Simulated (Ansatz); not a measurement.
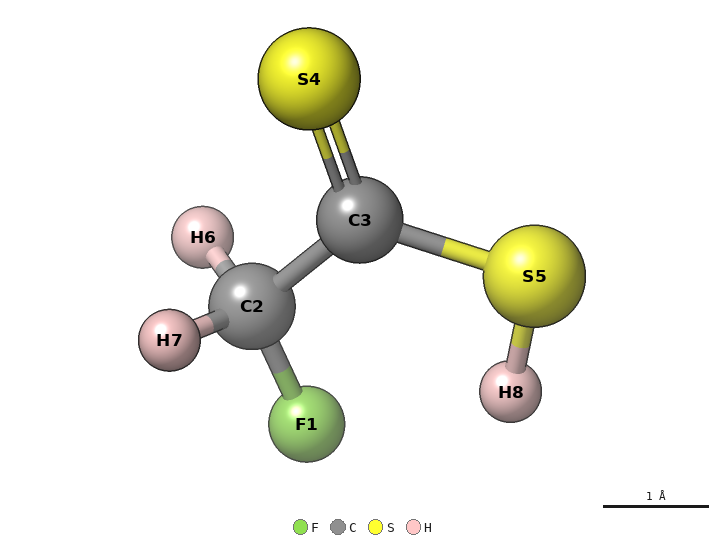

Orthographic view. Depth is shown by fading: the farther an atom, the more it takes the colour of the background. Computed geometry: PBE-D4/def2-SVP optimisation. No frequency run is at hand to confirm it as a minimum.

Write a Z-matrix (Å, degrees) in the order of the atom numbers, with these reference atoms: 2 to 1; 3 to 2, 1; 4 to 3, 2, 1; 5 to 3, 2, 1; 6 to 2, 1, 3; 7 to 2, 6, 1; 8 to 5, 3, 2.

```
F  
C    1   1.390
C    2   1.523   1   114.4
S    3   1.643   2   119.6   1  -179.1
S    3   1.748   2   117.7   1     1.1
H    2   1.112   1   108.9   3   121.0
H    2   1.112   6   108.3   1  -118.4
H    5   1.370   3    95.8   2    -0.2
```
